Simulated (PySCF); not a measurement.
System: C₇H₁₀O₂Si (SMILES CC#CC(=O)OC[C@H]1C[SiH2]1).

Input file:

```
{"job": {"kind": "nmr", "xc": "PBE0", "basis": "pcSseg-1"}, "charge": 0, "multiplicity": 1}
C      4.718613     0.128287     0.251086
C      3.367295     0.196070    -0.243284
C      2.233623     0.236982    -0.643371
C      0.898425     0.369055    -1.164962
O      0.540739     1.268370    -1.883353
O      0.124400    -0.641531    -0.752955
C     -1.242477    -0.609623    -1.173134
C     -2.064128     0.312680    -0.310649
C     -3.549155    -0.034640    -0.133843
Si    -2.540317    -0.177698     1.449894
H      5.261934     1.030603    -0.026732
H      5.222760    -0.738877    -0.174288
H      4.710724     0.034239     1.336471
H     -1.278595    -0.299199    -2.225276
H     -1.587243    -1.641827    -1.082418
H     -1.859565     1.355074    -0.528573
H     -3.880865    -0.926493    -0.648259
H     -4.241496     0.782261    -0.281201
H     -2.183463    -1.507916     1.905860
H     -2.656359     0.874861     2.441927
```

Launched as:

```sh
OMP_NUM_THREADS=1 python probes_run.py task.json out
```

Geometry: GFN2-xTB.

Method: PBE0/pcSseg-1, SCF density, gas phase, non-relativistic (PySCF 2.14.0).

What can the converged electron density and electron localisation function tell about the bonding?

Answer. C–C (1.20 Å): ρ at the midpoint is about 2.7 e/Å³; the ELF peaks at about 0.85 between the atoms; a short, multiple covalent bond.
C–O (1.21 Å): the density is about 3.3 e/Å³ at the midpoint; the ELF peaks at about 0.85 between the atoms (a multiple bond).
C–H (1.09 Å): the density is about 2 e/Å³ at the midpoint; the ELF climbs to about 1 towards the hydrogen, as it does in any bond to H; an ordinary covalent bond to hydrogen.
C–O (1.34 Å): ρ at the midpoint is about 2.5 e/Å³; the ELF peaks at about 0.90 between the atoms: a polar covalent bond.

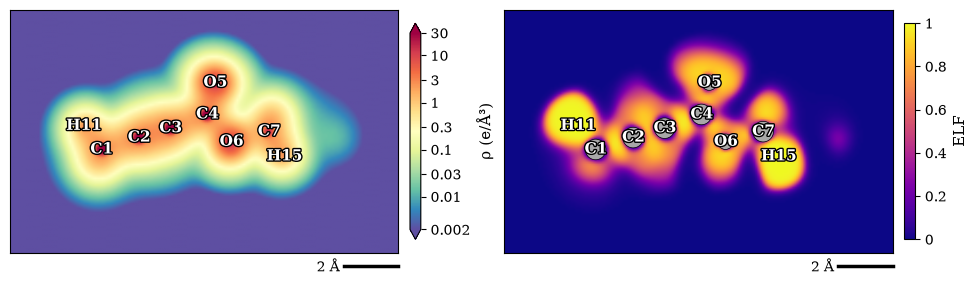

Computed electron density and electron localisation function on the plane of atoms C2, C1 and H11, in this order. Grey discs cover the atomic cores in the ELF map. 
